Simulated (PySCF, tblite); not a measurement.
# Si4H10O: dynamics, then NMR shifts on frames, part 1 of 2

How do NMR shifts of Si4H10O (`O[Si@H]([SiH3])[SiH2][SiH3]`) change as the atoms move?

Programs: tblite 0.8.0 and PySCF 2.14.0, with density-fitted response routines of our own. Each step states its level of theory. These are calculated values for one molecule in the gas phase, unless marked as measured. Atoms are numbered from 0 throughout.

**1. The molecule as given**

15 atoms, charge 0, multiplicity 1; geometry from: GFN2-xTB.

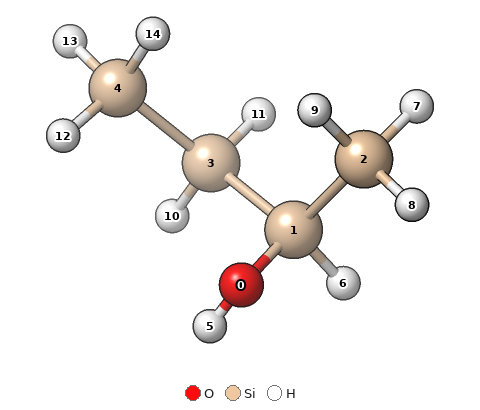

As it starts; oxygen red, silicon light orange, hydrogen white, atoms numbered; sticks join atoms by distance.

**2. A short Langevin run with GFN2-xTB**

The job: settings as JSON, then the geometry in Å.

```
{"job": {"kind": "md", "xc": "GFN2-xTB", "basis": "xTB", "temperature": 300, "steps": 2000, "every": 50, "frames": 5}, "charge": 0, "multiplicity": 1}
O     -0.928830    -0.827761    -1.863753
Si    -1.150311    -0.769890    -0.236482
Si    -2.221823     1.262425    -0.006360
Si     0.908830    -1.053858     0.814117
Si     2.537720     0.476196     0.213026
H     -0.601403    -1.600971    -2.313655
H     -2.041521    -1.906973     0.092840
H     -2.544155     1.493897     1.407064
H     -3.483051     1.399615    -0.740730
H     -1.382466     2.391630    -0.421643
H      1.443786    -2.416776     0.604971
H      0.694085    -1.011284     2.270616
H      2.899185     0.356177    -1.203474
H      3.796532     0.363655     0.954518
H      2.069009     1.851905     0.407036
```

Method: GFN2-xTB Langevin dynamics, gas phase.

Run with:

```bash
OMP_NUM_THREADS=1 python probes_run.py task.json out
```

This one command runs all jobs of the session in turn.

Standard output:

```text
t/fs     T/K      E/eV
    0.0   239.3   -437.88481
   25.0   161.7   -437.57925
   50.0   207.2   -437.51652
   75.0   214.3   -437.51664
  100.0   209.7   -437.58834
  125.0   174.0   -437.59196
  150.0   159.5   -437.53621
  175.0   179.7   -437.53067
  200.0   270.5   -437.59517
  225.0   309.5   -437.62590
  250.0   175.9   -437.47466
  275.0   233.0   -437.51710
  300.0   268.8   -437.60302
  325.0   281.7   -437.47101
  350.0   367.7   -437.57625
  375.0   312.9   -437.41852
  400.0   323.3   -437.33678
  425.0   299.6   -437.48006
  450.0   260.7   -437.44335
  475.0   255.4   -437.36953
  500.0   260.3   -437.26383
  525.0   280.0   -437.34051
  550.0   315.5   -437.36927
  575.0   246.6   -437.34670
  600.0   331.5   -437.37906
  625.0   434.3   -437.38732
  650.0   480.8   -437.46049
  675.0   460.9   -437.41031
  700.0   306.3   -437.28438
  725.0   386.3   -437.23437
  750.0   352.1   -437.35532
  775.0   352.8   -437.34475
  800.0   277.9   -437.50991
  825.0   219.7   -437.55489
  850.0   223.5   -437.44190
  875.0   293.6   -437.45056
  900.0   250.6   -437.44041
  925.0   206.9   -437.37387
  950.0   307.0   -437.48095
  975.0   211.1   -437.21175
 1000.0   259.1   -437.34663
```

Wall time 20 s (1 thread of Intel Xeon at 2.80GHz, shared host); peak memory 0.18 GiB.

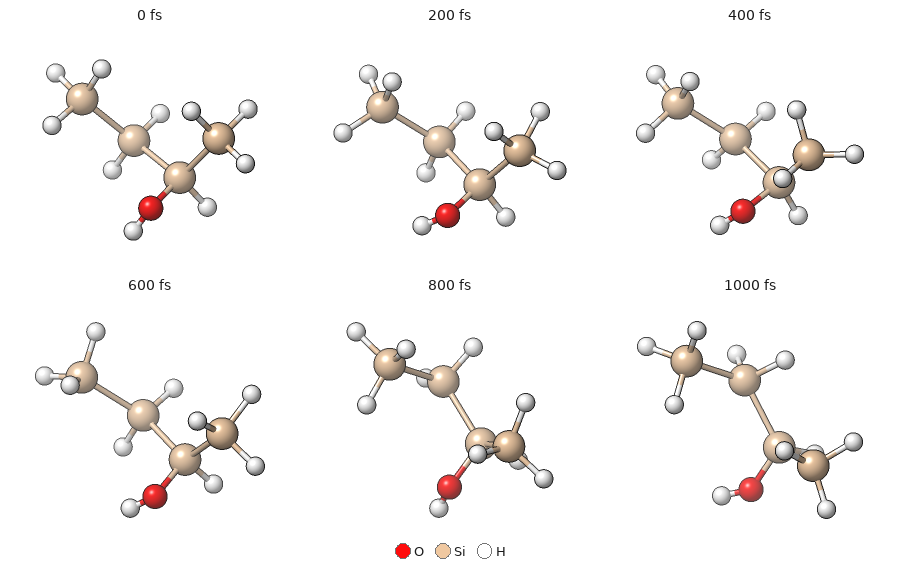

Frames of the run.

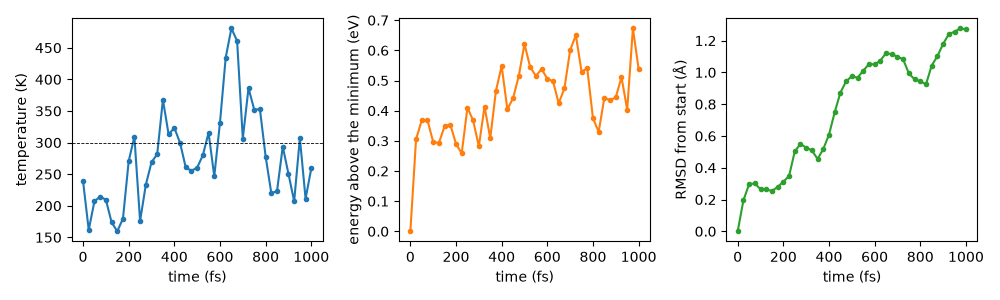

Temperature, potential energy and distance from the start.

Positions (Å) and forces (eV/Å) at 1000 fs:

```xyz
15

O    -0.673   -1.712   -0.445   -0.336   -0.474   -0.035
Si   -1.095   -0.475    0.507   -0.797   -0.101    0.515
Si   -2.779    0.618   -0.750    0.842    0.113    0.824
Si    0.620    0.890    1.363   -0.802    0.313    0.870
Si    2.118    2.068    0.099    0.140   -0.457   -0.955
H     0.099   -1.962   -0.913    0.644   -0.014   -0.264
H    -1.886   -1.283    1.561    0.600    0.473   -0.384
H    -3.671   -0.196   -1.522   -0.242   -0.350   -0.514
H    -2.089    1.617   -1.563   -0.140    0.097   -0.247
H    -3.680    1.320    0.150   -0.097    0.222    0.135
H     1.455    0.566    2.588   -0.537   -0.124   -0.327
H    -0.465    1.877    1.852    0.757   -0.236    0.023
H     1.845    1.470   -1.275    0.254    0.507    0.403
H     3.575    1.838    0.285   -0.362    0.101    0.046
H     1.879    3.512    0.097    0.077   -0.071   -0.088
```

**3. Shielding tensors: 250 fs, PBE0/pcSseg-1**

The job: settings as JSON, then the geometry in Å.

```
{"job": {"kind": "nmr", "xc": "PBE0", "basis": "pcSseg-1", "pop": false}, "charge": 0, "multiplicity": 1}
O     -1.091400    -0.739300    -2.082900
Si    -1.349100    -0.793100    -0.421400
Si    -2.536500     1.243600    -0.431200
Si     0.557400    -0.881300     0.884700
Si     2.328300     0.551500     0.214400
H     -0.742800    -1.455200    -2.641200
H     -2.266200    -1.908000    -0.385400
H     -2.723000     1.906200     0.875600
H     -3.775900     1.069900    -1.111500
H     -1.805000     2.101200    -1.363900
H      0.877300    -2.360200     0.992600
H      0.025000    -0.591300     2.201900
H      3.171700    -0.467300    -0.497400
H      3.174500     1.270600     1.244700
H      1.717500     1.477600    -0.710300
```

Level: GIAO PBE0/pcSseg-1 NMR shielding, non-relativistic, gas phase.

Standard output:

```text
coarse grid: 13784 points
cycle   1  E = -1238.4495840189  dE = -4.265e-02  |g| = 7.286e-01  |ddm| = 3.362e+00
cycle   2  E = -1238.2523673169  dE =  1.972e-01  |g| = 1.235e+00  |ddm| = 2.586e+00
cycle   3  E = -1238.5465359538  dE = -2.942e-01  |g| = 6.847e-02  |ddm| = 2.053e+00
cycle   4  E = -1238.5475892371  dE = -1.053e-03  |g| = 1.726e-02  |ddm| = 1.158e-01
cycle   5  E = -1238.5476740032  dE = -8.477e-05  |g| = 4.812e-03  |ddm| = 3.312e-02
cycle   6  E = -1238.5476810698  dE = -7.067e-06  |g| = 6.973e-04  |ddm| = 8.022e-03
final grid: 112632 points
cycle   7  E = -1238.5824970504  dE = -1.195e-05  |g| = 5.379e-03  |ddm| = 1.450e-02
cycle   8  E = -1238.5824907357  dE =  6.315e-06  |g| = 7.918e-03  |ddm| = 1.174e-02
cycle   9  E = -1238.5825015816  dE = -1.085e-05  |g| = 5.297e-04  |ddm| = 7.795e-03
cycle  10  E = -1238.5825016283  dE = -4.669e-08  |g| = 9.826e-05  |ddm| = 7.115e-04
cycle  11  E = -1238.5825016312  dE = -2.981e-09  |g| = 1.952e-05  |ddm| = 1.774e-04
cycle  12  E = -1238.5825016314  dE = -1.226e-10  |g| = 4.216e-06  |ddm| = 3.480e-05
converged SCF energy = -1238.5825016314

GIAO shielding tensors (ppm)
atom      isotropic    diamagn.    paramagn.     s11        s22        s33       span
  0 O      333.882     389.549     -55.667    267.268    344.788    389.591    122.324
  1 Si     341.580     878.266    -536.685    241.360    340.171    443.210    201.850
  2 Si     456.894     880.459    -423.565    430.233    445.865    494.585     64.353
  3 Si     478.039     882.097    -404.057    451.233    481.913    500.971     49.737
  4 Si     467.558     880.310    -412.752    439.501    452.168    511.005     71.504
  5 H       30.899      31.235      -0.336     23.225     25.327     44.147     20.922
  6 H       25.277      29.050      -3.772     22.159     24.086     29.587      7.428
  7 H       28.271      29.249      -0.978     24.837     26.255     33.720      8.884
  8 H       28.583      29.474      -0.891     25.182     26.187     34.380      9.198
  9 H       28.101      29.992      -1.891     25.139     26.841     32.323      7.184
 10 H       27.611      29.637      -2.026     23.839     25.329     33.665      9.826
 11 H       28.912      30.970      -2.058     25.693     26.656     34.387      8.693
 12 H       27.338      28.855      -1.517     23.657     25.627     32.729      9.071
 13 H       27.317      28.116      -0.799     24.253     24.602     33.096      8.844
 14 H       28.016      30.518      -2.502     23.615     27.504     32.928      9.313
```

Run time: 17 s. Hardware: 1 thread of Intel Xeon at 2.80GHz, shared host; peak memory 0.77 GiB.

The references, computed at this level on geometries of the same kind, shield at (ppm): ¹H TMS 31.72, ²⁹Si TMS 349.2, ¹⁷O H2O 336.1. Their shielding less the atom's gives the shift. The references are single molecules in the gas phase, so shifts against H2O, NH3, PH3, H3PO4 or CFCl3 are not on the usual liquid scales and can be off by tens of ppm. Each atom is listed at this fixed geometry, with no averaging over motion; a spectrum would average atoms that exchange fast.

```csv
atoms,environment,σ (ppm),δ (ppm)
H6,"hydrogen on a silicon bonded to O, 2 Si",25.28,6.44
H13,hydrogen on a silicon bonded to Si,27.32,4.40
H12,hydrogen on a silicon bonded to Si,27.34,4.38
H10,hydrogen on a silicon bonded to 2 Si,27.61,4.11
H14,hydrogen on a silicon bonded to Si,28.02,3.70
H9,hydrogen on a silicon bonded to Si,28.10,3.62
H7,hydrogen on a silicon bonded to Si,28.27,3.45
H8,hydrogen on a silicon bonded to Si,28.58,3.13
H11,hydrogen on a silicon bonded to 2 Si,28.91,2.80
H5,hydrogen on an oxygen bonded to Si,30.90,0.82
O0,"oxygen bonded to Si, H",333.9,2.2
Si1,"silicon bonded to O, 2 Si, H",341.6,7.6
Si2,"silicon bonded to Si, 3 H",456.9,-107.7
Si4,"silicon bonded to Si, 3 H",467.6,-118.4
Si3,"silicon bonded to 2 Si, 2 H",478.0,-128.9
```

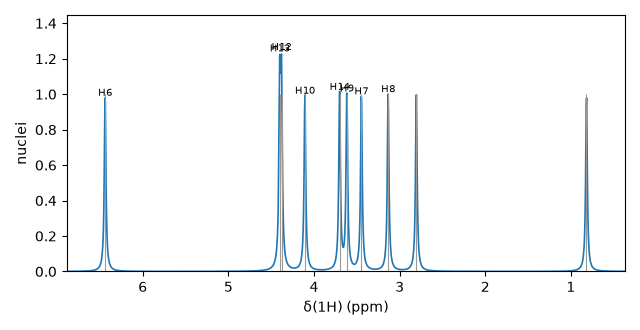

¹H lines at the computed shifts, without couplings. Lines are broadened to a width of 0.02 ppm (Lorentzian).

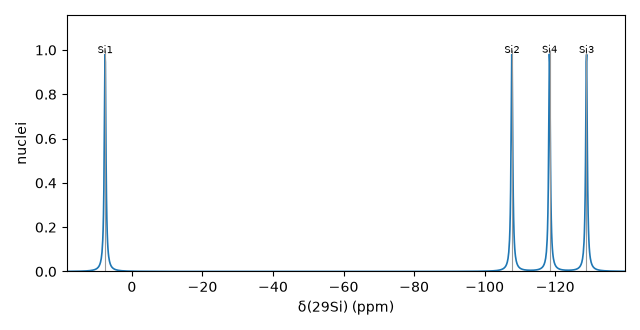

²⁹Si lines at the computed shifts, without couplings. Lines are broadened to a width of 0.55 ppm (Lorentzian).

**4. Shielding tensors: 425 fs, PBE0/pcSseg-1**

The job: settings as JSON, then the geometry in Å.

```
{"job": {"kind": "nmr", "xc": "PBE0", "basis": "pcSseg-1", "pop": false}, "charge": 0, "multiplicity": 1}
O     -1.040100    -0.953600    -1.729700
Si    -1.327800    -0.630600    -0.198800
Si    -2.457200     1.404200    -0.517900
Si     0.647500    -0.752300     1.034200
Si     2.338200     0.546700     0.304300
H     -0.465100    -1.711900    -1.964700
H     -2.358100    -1.537700     0.409900
H     -3.914100     1.395200    -0.222400
H     -2.300900     2.080300    -1.807400
H     -2.050200     2.328400     0.595100
H      1.048800    -2.215300     0.932900
H      0.310400    -0.686700     2.440900
H      2.502500     0.214300    -1.138900
H      3.658200    -0.010900     0.951100
H      2.420900     1.934100     0.564300
```

Level: GIAO PBE0/pcSseg-1 NMR shielding, non-relativistic, gas phase.

Standard output:

```text
coarse grid: 13784 points
cycle   1  E = -1238.4553268821  dE =  4.479e-02  |g| = 7.051e-01  |ddm| = 3.383e+00
cycle   2  E = -1238.3023736618  dE =  1.530e-01  |g| = 1.137e+00  |ddm| = 1.703e+00
cycle   3  E = -1238.5435079342  dE = -2.411e-01  |g| = 6.805e-02  |ddm| = 1.295e+00
cycle   4  E = -1238.5445916142  dE = -1.084e-03  |g| = 1.725e-02  |ddm| = 1.179e-01
cycle   5  E = -1238.5446868306  dE = -9.522e-05  |g| = 4.913e-03  |ddm| = 3.711e-02
cycle   6  E = -1238.5446950909  dE = -8.260e-06  |g| = 7.288e-04  |ddm| = 8.417e-03
final grid: 112632 points
cycle   7  E = -1238.5811074743  dE = -1.232e-05  |g| = 5.799e-03  |ddm| = 1.360e-02
cycle   8  E = -1238.5811002861  dE =  7.188e-06  |g| = 8.549e-03  |ddm| = 1.062e-02
cycle   9  E = -1238.5811126260  dE = -1.234e-05  |g| = 4.235e-04  |ddm| = 6.928e-03
cycle  10  E = -1238.5811126581  dE = -3.210e-08  |g| = 6.858e-05  |ddm| = 5.669e-04
cycle  11  E = -1238.5811126596  dE = -1.480e-09  |g| = 1.735e-05  |ddm| = 1.372e-04
cycle  12  E = -1238.5811126596  dE = -9.277e-11  |g| = 2.352e-06  |ddm| = 2.951e-05
converged SCF energy = -1238.5811126596

GIAO shielding tensors (ppm)
atom      isotropic    diamagn.    paramagn.     s11        s22        s33       span
  0 O      317.432     388.872     -71.440    241.591    333.401    377.303    135.712
  1 Si     359.966     879.013    -519.046    277.435    328.648    473.816    196.381
  2 Si     465.494     879.788    -414.294    426.589    463.696    506.198     79.609
  3 Si     473.652     882.368    -408.716    445.919    479.029    496.010     50.091
  4 Si     470.436     879.927    -409.492    446.458    479.788    485.061     38.603
  5 H       30.571      30.818      -0.246     22.485     26.371     42.859     20.374
  6 H       25.176      28.424      -3.248     23.084     23.476     28.969      5.885
  7 H       27.824      28.248      -0.425     24.664     25.340     33.467      8.803
  8 H       28.115      29.097      -0.983     24.739     26.043     33.562      8.824
  9 H       28.075      29.267      -1.191     24.621     27.056     32.549      7.928
 10 H       27.627      29.873      -2.246     24.183     25.592     33.106      8.923
 11 H       28.726      30.374      -1.648     25.355     26.002     34.820      9.465
 12 H       27.817      29.092      -1.275     24.216     26.394     32.841      8.625
 13 H       26.749      26.948      -0.198     23.223     24.654     32.371      9.148
 14 H       28.726      29.638      -0.911     25.079     26.400     34.700      9.621
```

It took 17 s on 1 thread of Intel Xeon at 2.80GHz, shared host; peak memory 0.87 GiB.

In short: δ O0 18.6, Si1 -10.8, Si2 -116.3, Si4 -121.3, H6 6.54, H13 4.97 ppm.

(Continued in part 2 of 2.)
